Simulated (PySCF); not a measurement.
# C$_{4}$H$_{8}$O$_{3}$ (SMILES CC(=O)OCCO): what the fields show

Input

```
{"job": {"kind": "nmr", "xc": "PBE0", "basis": "pcSseg-1", "pop": false}, "charge": 0, "multiplicity": 1}
C      2.171453     0.329923     0.339330
C      0.762463     0.733814     0.658862
O      0.345038     1.855645     0.636798
O     -0.040564    -0.301427     1.074184
C     -0.699896    -1.075870     0.081711
C     -1.509597    -0.196650    -0.884067
O     -2.403105     0.641640    -0.213749
H      2.174025    -0.407148    -0.461617
H      2.608866    -0.134582     1.221216
H      2.753688     1.198665     0.047950
H      0.022243    -1.683569    -0.480650
H     -1.365245    -1.728990     0.648790
H     -0.817029     0.389070    -1.509711
H     -2.107537    -0.839784    -1.533800
H     -1.894803     1.219260     0.374752
```

Run with:

```sh
OMP_NUM_THREADS=1 python ens_run.py task.json out
```

Geometry: GFN2-xTB.

The calculation used PySCF 2.14.0, PBE0/pcSseg-1, SCF density, gas phase, non-relativistic.

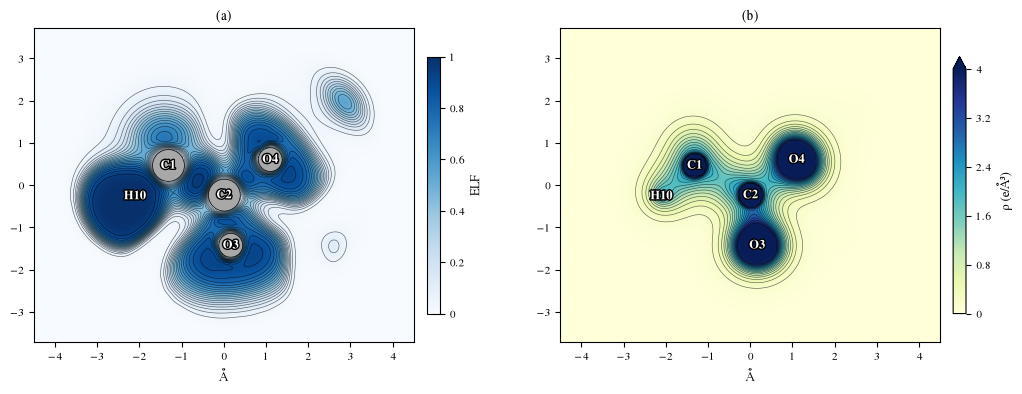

Figure 1. (a) electron localisation function; (b) electron density on the plane of atoms O3, C2 and O4. Grey discs cover the atomic cores in the ELF map.

**What do the fields say about this system?**

Atoms in the plane: C, O and H.
C–O (1.20 Å): ρ at the midpoint is about 3.4 e/Å³; the ELF peaks at about 0.85 between the atoms (a short, multiple covalent bond).
C–C (1.50 Å): the density is about 1.8 e/Å³ at the midpoint; the ELF peaks at about 0.95 between the atoms: a shared electron pair.
C–O (1.37 Å): the density is about 2.3 e/Å³ at the midpoint, with its minimum of 2 e/Å³ about 0.5 Å from C; the ELF peaks at about 0.90 between the atoms (a polar covalent bond).
C–H (1.09 Å): the density is about 2 e/Å³ at the midpoint; the ELF climbs to about 1 towards the hydrogen, as it does in any bond to H; a covalent bond by its length.
The ELF also peaks beside O3 and O4, away from the bonds: lone-pair regions.

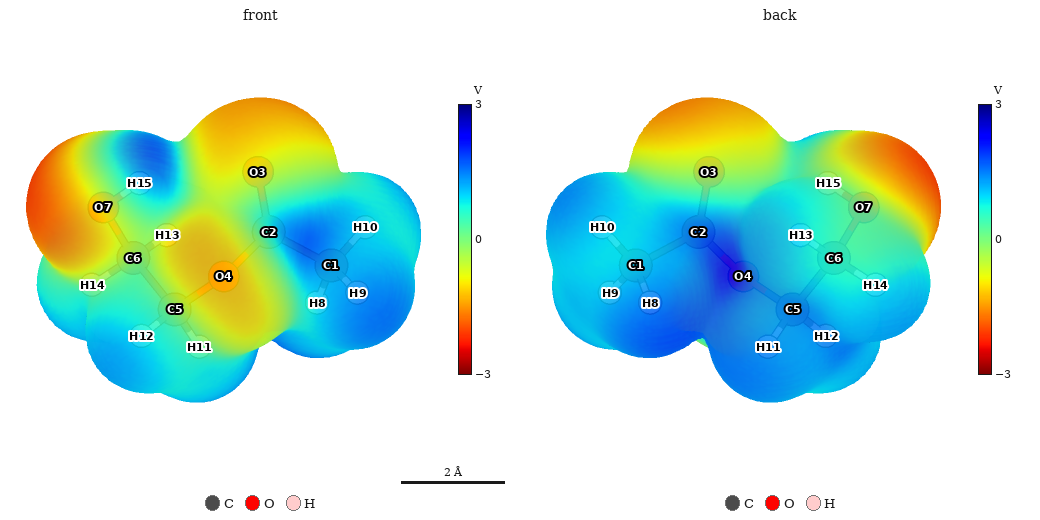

Figure 2. The electrostatic potential painted on the density surface at 0.004 e/bohr³, seen from the front and from behind; the colour scale runs from red (negative) to blue (positive).

**Where is the surface potential most negative and most positive?**

The most negative region (about −2.0 V) lies over O7, the most positive (about +2.0 V) over the π face of C2 and C5. O7 is the likeliest acceptor of a hydrogen bond.

**How polar is the molecule by this calculation?**

Its dipole moment is 4.07 D.
